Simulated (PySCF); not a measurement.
**C8H7F: density, localisation and related maps**

```xyz
16

F    -0.0345   -1.4646    2.2192
C    -0.0174   -0.7156    1.0856
C     0.9712   -0.9155   -0.0794
C    -0.2047   -0.7820   -1.0733
C     0.0173    0.7445   -1.1292
C     1.1879    0.6140   -0.1314
C     0.2053    0.8089    1.0456
C    -0.9663    0.9330    0.0454
C    -1.1948   -0.5946    0.0987
H     1.7486   -1.6670   -0.1162
H    -0.3703   -1.4240   -1.9291
H     0.0312    1.3399   -2.0333
H     2.1499    1.1022   -0.2237
H     0.3693    1.4389    1.9099
H    -1.7488    1.6794    0.0951
H    -2.1517   -1.0886    0.2047
```

Geometry: GFN2-xTB.

The calculation used PySCF, PBE0/pcSseg-1, SCF density, gas phase, non-relativistic.

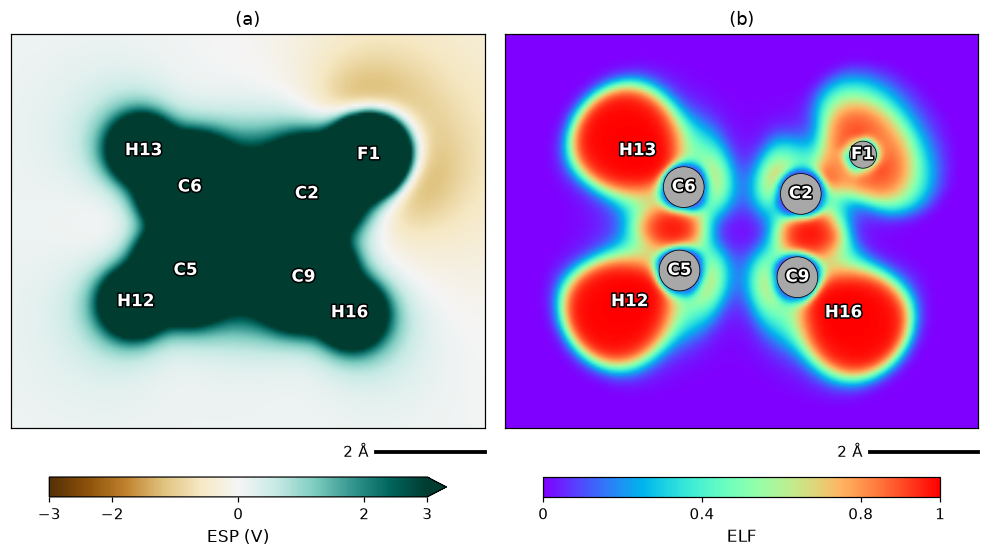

Figure 1. (a) molecular electrostatic potential; (b) electron localisation function on the plane of atoms C6, C5 and H12. Grey discs cover the atomic cores in the ELF map.

> What do the fields say about this system?

- The section cuts through F, C and H sites.
- C–F (1.36 Å): the ELF peaks at about 0.85 between the atoms (a shared but strongly polarised pair).
- C–C (1.54 Å): the ELF peaks at about 0.95 between the atoms; a covalent bond.
- C–H (1.08 Å): the ELF climbs to about 1 towards the hydrogen, as it does in any bond to H: an ordinary covalent bond to hydrogen.
- The ELF also peaks beside F1, away from the bonds: lone-pair regions.
- Outside the dense part of the molecule the potential is most negative (−1.2 V) near F1.

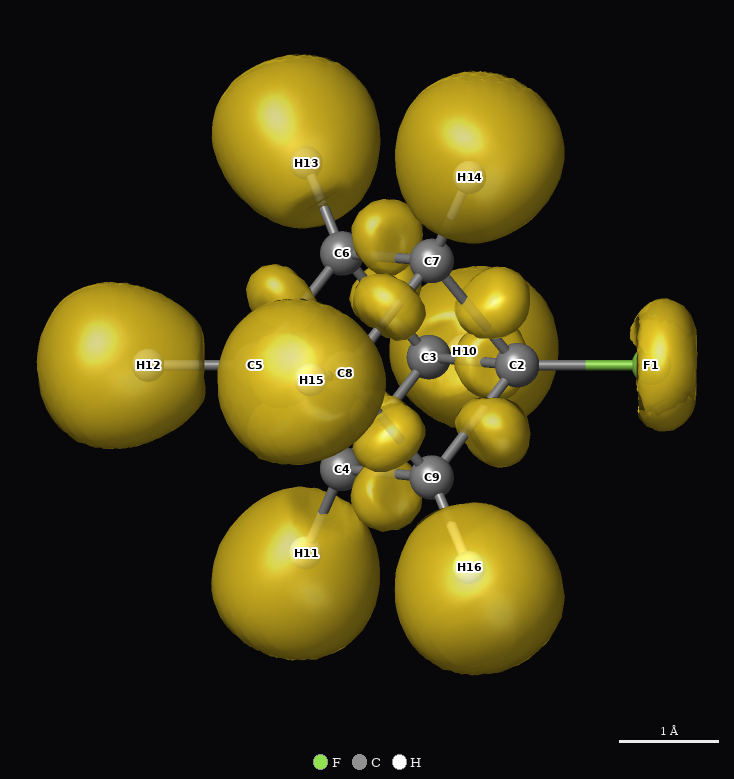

Figure 2. Isosurface of the electron localisation function at 0.85 (yellow), seen across its widest extent. Only the valence region is drawn (cores and ρ < 0.01 e/Å³ removed).

> What do the ELF domains correspond to?

The surface consists of twelve regions between bonded C–C atoms (shared pairs), seven regions around hydrogen nuclei and one region wrapped around F (its lone pairs, merged into a ring or cap).

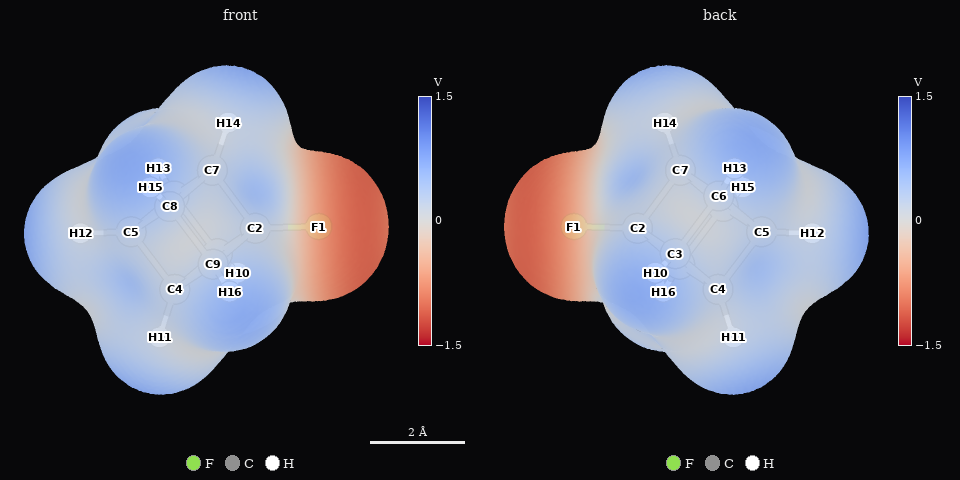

Figure 3. The molecular electrostatic potential painted on the density surface at 0.002 e/bohr³, seen from the front and from behind; the colour scale runs from red (negative) to blue (positive).

> Describe the electrostatic potential map.

The most negative region (about −1.1 V) lies over F1, the most positive (about +0.7 V) over the H atoms.

> How polar is the molecule by this calculation?

Its dipole moment is 1.81 D.
